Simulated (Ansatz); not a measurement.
## Run report: CH$_{8}$OSi$_{3}$, single-point calculation

System: CH$_{8}$OSi$_{3}$, SMILES [SiH3][SiH]1CO[SiH2]1.
Method: RHF-MP2, frozen core/def2-QZVPP (Ansatz 0.2.0).

The geometry comes from this level: PBE0-D4/def2-TZVP.

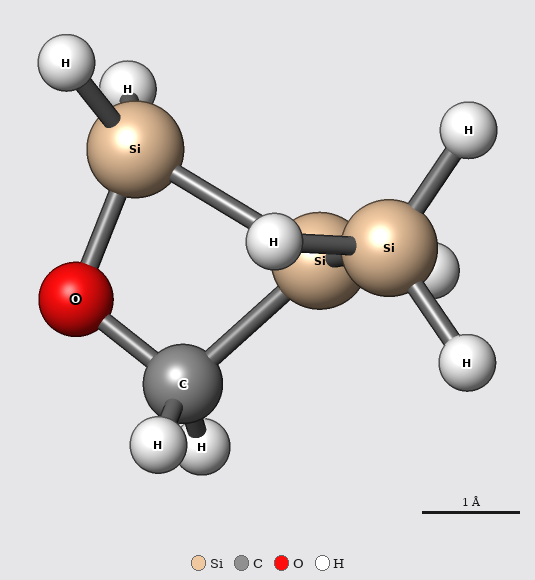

Fig. 1: The structure as given in the input (ball-and-stick view, seen at a tilt).

Input:
```yaml
crystal:
  periodic: [false, false, false]
  atoms:
    - {symbol: Si, position_ang: [-2.172546, 0.624647, -0.302643]}
    - {symbol: Si, position_ang: [-0.292785, -0.387319, 0.641110]}
    - {symbol: C, position_ang: [0.900903, -1.239637, -0.622933]}
    - {symbol: O, position_ang: [2.046380, -0.364490, -0.563605]}
    - {symbol: Si, position_ang: [1.732049, 0.754010, 0.640000]}
    - {symbol: H, position_ang: [-2.825554, 1.524985, 0.685155]}
    - {symbol: H, position_ang: [-1.749137, 1.428032, -1.480798]}
    - {symbol: H, position_ang: [-3.165157, -0.390230, -0.750400]}
    - {symbol: H, position_ang: [-0.663451, -1.233590, 1.810734]}
    - {symbol: H, position_ang: [1.189804, -2.253097, -0.327837]}
    - {symbol: H, position_ang: [0.528828, -1.278787, -1.650474]}
    - {symbol: H, position_ang: [2.662001, 0.628303, 1.797173]}
    - {symbol: H, position_ang: [1.828963, 2.152572, 0.139316]}
basis:
  gaussian: {orbitals: "def2-QZVPP.json"}
correlation: {method: mp2}
```

Launched with:
```bash
ansatz run in.yaml --threads 4 --pin off --events-out ev --progress --plain --max-ram 10444MiB
```

What the program printed:
```
Functional definition: HF
  name "HF"
  cite "Fock, Z. Phys. 61, 126 (1930) doi:10.1007/BF01340294"
  parent pbe
  exchange = exact_x
  correlation = 0
3321 factors; integrals over basis functions are off by at most 8.7e-4 eV
mean field evaluation 1: about -26779.6994 eV, gradient 3.8e1 eV
mean field evaluation 2: about -26779.8662 eV, gradient 3.8e1 eV
mean field evaluation 4: about -26783.8792 eV, gradient 4.9e0 eV
mean field evaluation 8: about -26783.9813 eV, gradient 3.2e-1 eV
mean field -26783.98181699 eV, -984.2931769393 hartree, gradient 1.8e-6 eV, S^2 0.000000; 0 other end points of the search recorded, 0 dependent functions left out
17 core orbitals not correlated: weight in the atoms' cores, before any rotation towards them, 1.000 or more for the frozen orbitals, at most 0.000 for the correlated occupied ones
reference -26783.98181699 eV, -984.2931769393 hartree; 15, 15 occupied and 532, 532 virtual orbitals, 3321 factors
second order -22.54410955 eV of doubles, -0.00000000 eV of singles
Total energy: -26806.52592654 eV, -985.1216576844 hartree
```

Key numbers:

- outcome: converged
- total energy: −26806.5259 eV
- mean-field energy: −26783.9818 eV
- SCF solution under orbital rotations: stable
- hardware: 4 threads of Arm Neoverse V1, 23 GiB of memory available, shared host
- wall time: 33 s (CPU time 2.1 min)
- peak memory: 4.3 GiB
